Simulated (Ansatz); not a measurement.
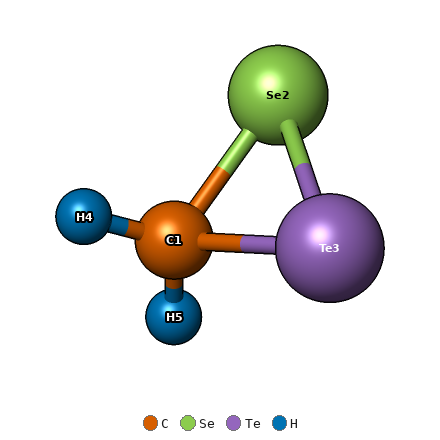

The system is CH₂SeTe, SMILES C1[Se][Te]1; the picture shows the reference structure. First axis: bond length C1–H4. Second axis: angle H4–C1–Te3. Nothing is relaxed (all other coordinates rigid). The grid has 7 × 7 points. Points are written as (first, second). Energies: kJ/mol, counted from the lowest grid point. The reference is spin-restricted, which grows unreliable where a bond is stretched far. The calculation used RKS r2SCAN-D4/def2-TZVP (Ansatz).

Its coordinates:

```xyz
5

C     0.3189   -0.1921    0.1871
Se   -0.5070    1.5629    0.2112
Te   -1.2949   -0.3703   -1.2250
H     1.3034   -0.2265   -0.2634
H     0.1795   -0.7740    1.0901
```

Range: bond length C1–H4 from 0.888 to 1.625 Å; angle H4–C1–Te3 from 69 to 159°.

### What will the energy surface look like?

The lowest grid point is at (1.134 Å, 114°). The bottom of the well lies between grid points, at about (1.082 Å, 114°), about 4 kJ/mol lower on the interpolated surface. It is the only kind of minimum in the scanned range. The highest grid point, (1.625 Å, 69°), lies 288 kJ/mol above the lowest. Round the minimum the two coordinates are nearly uncoupled.

| angle H4–C1–Te3 ↓, bond length C1–H4 → | 0.888 | 1.011 | 1.134 | 1.257 | 1.379 | 1.502 | 1.625 |
| --- | --- | --- | --- | --- | --- | --- | --- |
| 159 | 226 | 135 | 122 | 146 | 186 | 232 | 277 |
| 144 | 153 | 64 | 54 | 82 | 126 | 176 | 226 |
| 129 | 108 | 21 | 13 | 44 | 91 | 145 | 198 |
| 114 | 92 | 6 | 0 | 33 | 82 | 138 | 193 |
| 99 | 104 | 19 | 14 | 48 | 99 | 155 | 211 |
| 84 | 144 | 61 | 56 | 90 | 139 | 195 | 249 |
| 69 | 216 | 132 | 124 | 153 | 196 | 243 | 288 |

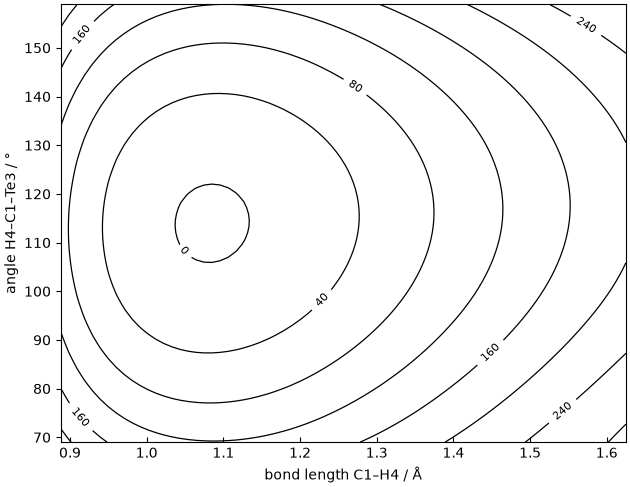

Drawn: contour lines labelled in kJ/mol. Between grid points the surface is interpolated.

Each point was launched as `ansatz run input.yaml --threads 1 --pin off --max-ram 2560MiB --backend cpu --events-out ev --progress --plain --runs-dir out`. Time for the 49 points that were run: 7.1 min on 1 thread of Arm Neoverse V2 (shared host).
